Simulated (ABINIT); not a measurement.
# GaP (F-43m): third-order response

Wanted: vibrational spectra of GaP (F-43m) from linear and non-linear response.

Method: DFT LDA, scalar-relativistic, plane waves, HGH norm-conserving pseudopotentials, in ABINIT 10.8.3.

**1. The structure**

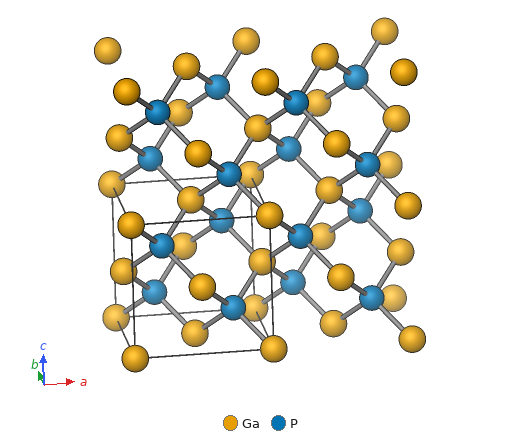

The starting structure, seen slightly off an axis (gallium orange, phosphorus blue). 2×1×2 cells are drawn. This picture shows the conventional cell, with its axes. Bonds to atoms that aren't drawn are left out. Some periodic images of atoms are drawn too.

**2. A first look**

A first run with smearing and empty bands tells whether the crystal has a gap, which decides between fixed occupations and smearing later on.

Contents of probe.abi:

```
# ground state
tolvrs 1.0d-08
prtden 1
prtwf 1

# basis, mesh and filling
ecut 24.0
ixc 7
ngkpt 6 6 6
nshiftk 1
shiftk 0.0 0.0 0.0
istwfk *1
occopt 7
tsmear 0.005
nband 9
nstep 100
diemac 9.0
prtebands 0
prtgsr 0

# cell and atoms
acell 3*1.0 Angstrom
rprim 
    -2.72525 0.0 2.72525
    0.0 2.72525 2.72525
    -2.72525 2.72525 0.0
ntypat 2
znucl 31 15
natom 2
typat 1 2
xred 
    0.0 0.0 0.0
    0.25 0.25 0.25
pp_dirpath "./pseudo"
pseudos "Ga.hgh, P.hgh"
```

Run with:

```
$ OMP_NUM_THREADS=1 mpirun -n 2 abinit probe.abi > probe.log
```

Numbers of over 12 decimals in the logs are rounded to 6 here.

probe.abo, the main output file:

```text
[banners, grids, parts of the stress and lines that vanish by symmetry left out]
- input  file    -> probe.abi
- output file    -> probe.abo
- root for input  files -> probei
[...]
Symmetries : space group F-4 3 m (#216); Bravais cF (face-center cubic)
[...]
mpw =        1544          nfft =       46656          nkpt =          16
[...]
== DATASET  1 ==================================================================
[...]
cutoff_energies: {ecut:  24.0, pawecutdg:  -1.0, }
[...]
Exchange-correlation functional for the present dataset will be:
  LDA: Perdew-Wang 92 LSD fit to Ceperley-Alder data - ixc=7
[...]
ETOT  1  -8.878271    -8.878E+00 1.540E-02 1.818E+02
 ETOT  2  -8.913274    -3.500E-02 7.230E-04 1.633E+01
 ETOT  3  -8.916693    -3.419E-03 2.521E-04 3.151E-01
 ETOT  4  -8.916730    -3.670E-05 1.561E-04 2.848E-03
 ETOT  5  -8.916730    -1.884E-07 2.854E-05 2.006E-05
 ETOT  6  -8.916730    -1.730E-09 2.772E-05 4.209E-07
 ETOT  7  -8.916730    -1.961E-11 5.118E-06 1.105E-08
 ETOT  8  -8.916730    -6.430E-13 4.885E-06 3.197E-11
 At SCF step    8       vres2   =  3.20E-11 < tolvrs=  1.00E-08 =>converged.
[...]
sigma(1 1)=  1.97765454E-04  sigma(3 2)=  0.00000000E+00
  sigma(2 2)=  1.97765454E-04  sigma(3 1)=  0.00000000E+00
  sigma(3 3)=  1.97765454E-04  sigma(2 1)=  0.00000000E+00
[...]
convergence: {deltae: -6.430E-13, res2:  3.197E-11, residm:  4.885E-06, diffor: null, }
etotal    :  -8.91672974E+00
[...]
sigma(1 1)=  1.97765454E-04  sigma(3 2)=  0.00000000E+00
  sigma(2 2)=  1.97765454E-04  sigma(3 1)=  0.00000000E+00
  sigma(3 3)=  1.97765454E-04  sigma(2 1)=  0.00000000E+00
[...]
- sigma(1 1)=  5.81846053E+00  sigma(3 2)=  0.00000000E+00
- sigma(2 2)=  5.81846053E+00  sigma(3 1)=  0.00000000E+00
- sigma(3 3)=  5.81846053E+00  sigma(2 1)=  0.00000000E+00
[...]
fcart     -0.0000000000E+00 -0.0000000000E+00 -0.0000000000E+00
           strten      1.9776545364E-04  1.9776545364E-04  1.9776545364E-04
================================================================================

[key lines of the parts left out:]
pressure_GPa:  -5.8185E+00
```

It took 3.3 s on 2 MPI ranks of Arm Neoverse V2, shared host; 6.3 s of CPU time.

Read from the output:

```
volume per atom   : 20.24 Å³
pressure          : -5.818 GPa
gap on the k-mesh : 1.582 eV
```

A gap of 1.6 eV opens on this mesh, so the crystal is taken as an insulator; the printed pressure holds the stress of the finite basis too.

**3. Relaxation**

The harmonic expansion needs vanishing forces, and a free crystal bears no stress, so cell and atoms are brought to rest. Stress is more sensitive to the basis than forces are: the last 3 Ha under the cutoff are smoothed with ecutsm, and the cutoff is raised above that of the later runs.

Contents of relax.abi:

```
# relaxation
ionmov 2
optcell 2
dilatmx 1.08
ntime 40
tolmxf 1.0d-05
tolvrs 1.0d-14
prtwf 0
prtden 0
chksymtnons 0

# basis, mesh and filling
ecut 31.0
ecutsm 3.0
ixc 7
ngkpt 8 8 8
nshiftk 1
shiftk 0.0 0.0 0.0
istwfk *1
occopt 1
nband 4
nstep 100
diemac 9.0
prtebands 0
prtgsr 0

# cell and atoms
acell 3*1.0 Angstrom
rprim 
    -2.72525 0.0 2.72525
    0.0 2.72525 2.72525
    -2.72525 2.72525 0.0
ntypat 2
znucl 31 15
natom 2
typat 1 2
xred 
    0.0 0.0 0.0
    0.25 0.25 0.25
pp_dirpath "./pseudo"
pseudos "Ga.hgh, P.hgh"
```

Run with:

```
$ OMP_NUM_THREADS=1 mpirun -n 2 abinit relax.abi > relax.log
```

relax.abo, the main output file:

```text
[banners, grids, parts of the stress and lines that vanish by symmetry left out]
- input  file    -> relax.abi
- output file    -> relax.abo
- root for input  files -> relaxi
[...]
Symmetries : space group F-4 3 m (#216); Bravais cF (face-center cubic)
[...]
mpw =        2874          nfft =       64000          nkpt =          29
[...]
== DATASET  1 ==================================================================
[...]
cutoff_energies: {ecut:  31.0, pawecutdg:  -1.0, }
[...]
Exchange-correlation functional for the present dataset will be:
  LDA: Perdew-Wang 92 LSD fit to Ceperley-Alder data - ixc=7
[...]
ETOT  1  -8.878154    -8.878E+00 2.254E-02 2.550E+02
 ETOT  2  -8.913644    -3.549E-02 4.211E-05 2.481E+01
 ETOT  3  -8.917451    -3.806E-03 5.713E-05 3.756E-01
 ETOT  4  -8.917481    -2.999E-05 2.132E-07 4.375E-03
 ETOT  5  -8.917481    -1.986E-07 4.110E-09 1.399E-05
[...]
At SCF step   10       vres2   =  2.72E-15 < tolvrs=  1.00E-14 =>converged.
[...]
sigma(1 1)=  1.95082619E-04  sigma(3 2)=  0.00000000E+00
  sigma(2 2)=  1.95082619E-04  sigma(3 1)=  0.00000000E+00
  sigma(3 3)=  1.95082619E-04  sigma(2 1)=  0.00000000E+00
[...]
convergence: {deltae:  2.043E-13, res2:  2.718E-15, residm:  6.402E-17, diffor: null, }
etotal    :  -8.91748075E+00
[...]
ETOT  1  -8.918212    -8.918E+00 3.558E-05 8.858E-01
[...]
At SCF step    9       vres2   =  4.85E-16 < tolvrs=  1.00E-14 =>converged.
[...]
sigma(1 1)=  1.53639563E-04  sigma(3 2)=  0.00000000E+00
  sigma(2 2)=  1.53639563E-04  sigma(3 1)=  0.00000000E+00
  sigma(3 3)=  1.53639563E-04  sigma(2 1)=  0.00000000E+00
[...]
convergence: {deltae: -1.190E-13, res2:  4.850E-16, residm:  1.502E-20, diffor: null, }
etotal    :  -8.91831383E+00
[...]
ETOT  1  -8.918398    -8.918E+00 2.411E-03 9.678E+00
[...]
At SCF step    9       vres2   =  2.74E-15 < tolvrs=  1.00E-14 =>converged.
[...]
sigma(1 1)= -1.91686089E-05  sigma(3 2)=  0.00000000E+00
  sigma(2 2)= -1.91686089E-05  sigma(3 1)=  0.00000000E+00
  sigma(3 3)= -1.91686089E-05  sigma(2 1)=  0.00000000E+00
[...]
convergence: {deltae:  4.494E-13, res2:  2.741E-15, residm:  1.206E-19, diffor: null, }
etotal    :  -8.91945913E+00
[...]
ETOT  1  -8.919461    -8.919E+00 3.477E-10 1.103E-01
[...]
At SCF step    8       vres2   =  3.16E-15 < tolvrs=  1.00E-14 =>converged.
[...]
sigma(1 1)=  1.44854548E-06  sigma(3 2)=  0.00000000E+00
  sigma(2 2)=  1.44854548E-06  sigma(3 1)=  0.00000000E+00
  sigma(3 3)=  1.44854548E-06  sigma(2 1)=  0.00000000E+00
[...]
convergence: {deltae:  1.066E-13, res2:  3.155E-15, residm:  7.210E-19, diffor: null, }
etotal    :  -8.91947356E+00
[...]
ETOT  1  -8.919474    -8.919E+00 3.326E-10 5.492E-04
[...]
ETOT  6  -8.919474    -4.796E-14 1.126E-17 1.560E-12
 ETOT  7  -8.919474     3.730E-14 3.173E-19 6.150E-15
 At SCF step    7       vres2   =  6.15E-15 < tolvrs=  1.00E-14 =>converged.
[...]
sigma(1 1)=  1.15512262E-08  sigma(3 2)=  0.00000000E+00
  sigma(2 2)=  1.15512262E-08  sigma(3 1)=  0.00000000E+00
  sigma(3 3)=  1.15512262E-08  sigma(2 1)=  0.00000000E+00
[...]
convergence: {deltae:  3.730E-14, res2:  6.150E-15, residm:  3.173E-19, diffor: null, }
etotal    :  -8.91947365E+00
[...]
At Broyd/MD step   5, gradients are converged :
[...]
sigma(1 1)=  1.15512262E-08  sigma(3 2)=  0.00000000E+00
  sigma(2 2)=  1.15512262E-08  sigma(3 1)=  0.00000000E+00
  sigma(3 3)=  1.15512262E-08  sigma(2 1)=  0.00000000E+00
[...]
- sigma(1 1)=  3.39848809E-04  sigma(3 2)=  0.00000000E+00
- sigma(2 2)=  3.39848809E-04  sigma(3 1)=  0.00000000E+00
- sigma(3 3)=  3.39848809E-04  sigma(2 1)=  0.00000000E+00
[...]
fcart     -0.0000000000E+00 -0.0000000000E+00 -0.0000000000E+00
           strten      1.1551226249E-08  1.1551226249E-08  1.1551226249E-08
================================================================================

[key lines of the parts left out:]
pressure_GPa:  -3.3985E-04
Total energy (etotal) [Ha]= -8.91947364501950E+00
```

Wall time 20 s (2 MPI ranks); 40 s of CPU time.

Step by step:

| step | energy less that of the first step (eV) | largest force (eV/Å) | volume (Å³) |
| --- | --- | --- | --- |
| 1 | 0.0000 | 0.0000 | 40.48 |
| 2 | -0.0227 | 0.0000 | 39.77 |
| 3 | -0.0538 | 0.0000 | 37.42 |
| 4 | -0.0542 | 0.0000 | 37.66 |
| 5 | -0.0542 | 0.0000 | 37.64 |

| conventional cell, symmetrised | before | after | change |
| --- | --- | --- | --- |
| a (Å) | 5.450 | 5.320 | -2.4 % |
| b (Å) | 5.450 | 5.320 | -2.4 % |
| c (Å) | 5.450 | 5.320 | -2.4 % |
| volume (Å³/atom) | 20.24 | 18.82 | -7.0 % |

Final coordinates:

```xyz
2
Lattice="-2.6601 0.0000 2.6601 0.0000 2.6601 2.6601 -2.6601 2.6601 0.0000" Properties=species:S:1:pos:R:3 pbc="T T T"
Ga    0.0000    0.0000    0.0000
P    -1.3300    1.3300    1.3300
```

Numbers from this step:

- volume per atom: 18.82 Å³
- pressure: -3.40e-4 GPa

The volume changes by -7.0 % in this run and stands -7.0 % from the first cell.

**4. Ground state**

The response is built on these wavefunctions, so the potential is converged far more tightly than an energy would need. The mesh is shifted off Γ, since shifted meshes converge sums over the zone faster.

Contents of gs.abi:

```
# ground state
tolvrs 1.0d-16
prtden 1
prtwf 1

# basis, mesh and filling
ecut 24.0
ixc 7
ngkpt 6 6 6
nshiftk 4
shiftk 
    0.5 0.5 0.5
    0.5 0.0 0.0
    0.0 0.5 0.0
    0.0 0.0 0.5
istwfk *1
occopt 1
nband 4
nstep 100
diemac 9.0
prtebands 0
prtgsr 0

# cell and atoms
acell 3*1.0 Angstrom
rprim 
    -2.660061704 0.0 2.660061704
    0.0 2.660061704 2.660061704
    -2.660061704 2.660061704 0.0
ntypat 2
znucl 31 15
natom 2
typat 1 2
xred 
    0.0 0.0 0.0
    0.25 0.25 0.25
pp_dirpath "./pseudo"
pseudos "Ga.hgh, P.hgh"
```

Run with:

```
$ OMP_NUM_THREADS=1 mpirun -n 2 abinit gs.abi > gs.log
```

gs.abo, the main output file:

```text
[banners, grids, parts of the stress and lines that vanish by symmetry left out]
- input  file    -> gs.abi
- output file    -> gs.abo
- root for input  files -> gsi
[...]
Symmetries : space group F-4 3 m (#216); Bravais cF (face-center cubic)
[...]
mpw =        1435          nfft =       32768          nkpt =          28
[...]
== DATASET  1 ==================================================================
[...]
cutoff_energies: {ecut:  24.0, pawecutdg:  -1.0, }
[...]
Exchange-correlation functional for the present dataset will be:
  LDA: Perdew-Wang 92 LSD fit to Ceperley-Alder data - ixc=7
[...]
ETOT  1  -8.885955    -8.886E+00 1.512E-02 1.259E+02
 ETOT  2  -8.916809    -3.085E-02 1.931E-06 8.941E+00
 ETOT  3  -8.919312    -2.502E-03 3.629E-05 1.973E-01
 ETOT  4  -8.919343    -3.196E-05 2.700E-07 1.578E-03
 ETOT  5  -8.919344    -1.510E-07 1.378E-09 9.423E-06
[...]
ETOT 10  -8.919344    -2.043E-13 6.353E-19 2.026E-15
 ETOT 11  -8.919344     1.883E-13 7.889E-21 6.885E-19
 At SCF step   11       vres2   =  6.88E-19 < tolvrs=  1.00E-16 =>converged.
[...]
sigma(1 1)=  3.63815469E-06  sigma(3 2)=  0.00000000E+00
  sigma(2 2)=  3.63815469E-06  sigma(3 1)=  0.00000000E+00
  sigma(3 3)=  3.63815469E-06  sigma(2 1)=  0.00000000E+00
[...]
convergence: {deltae:  1.883E-13, res2:  6.885E-19, residm:  7.889E-21, diffor: null, }
etotal    :  -8.91934363E+00
[...]
sigma(1 1)=  3.63815469E-06  sigma(3 2)=  0.00000000E+00
  sigma(2 2)=  3.63815469E-06  sigma(3 1)=  0.00000000E+00
  sigma(3 3)=  3.63815469E-06  sigma(2 1)=  0.00000000E+00
[...]
- sigma(1 1)=  1.07038206E-01  sigma(3 2)=  0.00000000E+00
- sigma(2 2)=  1.07038206E-01  sigma(3 1)=  0.00000000E+00
- sigma(3 3)=  1.07038206E-01  sigma(2 1)=  0.00000000E+00
[...]
fcart     -0.0000000000E+00 -0.0000000000E+00 -0.0000000000E+00
           strten      3.6381546912E-06  3.6381546912E-06  3.6381546912E-06
================================================================================

[key lines of the parts left out:]
pressure_GPa:  -1.0704E-01
```

Wall time 2.2 s (2 MPI ranks); 4.2 s of CPU time.

Numbers from this step:

- pressure: -0.1070 GPa

The cell stands at -0.11 GPa: the relaxation ran with a smoothed and higher cutoff and on another k mesh.

**5. The gap at rest**

Empty bands on the ground state's density check that the gap assumed so far is there in this cell.

Contents of gap.abi:

```
# empty bands on the ground state's density
iscf -2
getden_filepath "gso_DEN"
tolwfr 1.0d-12
nbdbuf 2
prtwf 0

# basis, mesh and filling
ecut 24.0
ixc 7
ngkpt 12 12 12
nshiftk 1
shiftk 0.0 0.0 0.0
istwfk *1
occopt 1
nband 8
nstep 100
diemac 9.0
prtebands 0
prtgsr 0

# cell and atoms
acell 3*1.0 Angstrom
rprim 
    -2.660061704 0.0 2.660061704
    0.0 2.660061704 2.660061704
    -2.660061704 2.660061704 0.0
ntypat 2
znucl 31 15
natom 2
typat 1 2
xred 
    0.0 0.0 0.0
    0.25 0.25 0.25
pp_dirpath "./pseudo"
pseudos "Ga.hgh, P.hgh"
```

Run with:

```
$ OMP_NUM_THREADS=1 mpirun -n 2 abinit gap.abi > gap.log
```

gap.abo, the main output file:

```text
[banners, grids, parts of the stress and lines that vanish by symmetry left out]
- input  file    -> gap.abi
- output file    -> gap.abo
- root for input  files -> gapi
[...]
Symmetries : space group F-4 3 m (#216); Bravais cF (face-center cubic)
[...]
mpw =        1458          nfft =       32768          nkpt =          72
[...]
== DATASET  1 ==================================================================
[...]
cutoff_energies: {ecut:  24.0, pawecutdg:  -1.0, }
[...]
Exchange-correlation functional for the present dataset will be:
  LDA: Perdew-Wang 92 LSD fit to Ceperley-Alder data - ixc=7
[...]
-outvars: echo values of variables after computation
            acell      1.8897261259E+00  1.8897261259E+00  1.8897261259E+00 Bohr
================================================================================
```

Run time: 3.7 s. Hardware: 2 MPI ranks.

Numbers from this step:

| Item | Value |
| --- | --- |
| gap on the k-mesh | 1.434 eV |

In this cell the gap on the mesh is 1.4 eV, indirect (smallest direct 2.4 eV), so fixed occupations hold.

(Part 1 of 2 ends here.)

[Host names and launcher messages were left out of these logs when they were recorded.]

[Logs are printed without paths, hosts, clocks, repeated set-up lines and the standing remarks that a program may print on its own settings, such as how far it seeks lower states.]

[Hosts, paths, dates, database ids (printed as entryN), source tags and the programs' standing remarks are cut or masked in the printed files.]
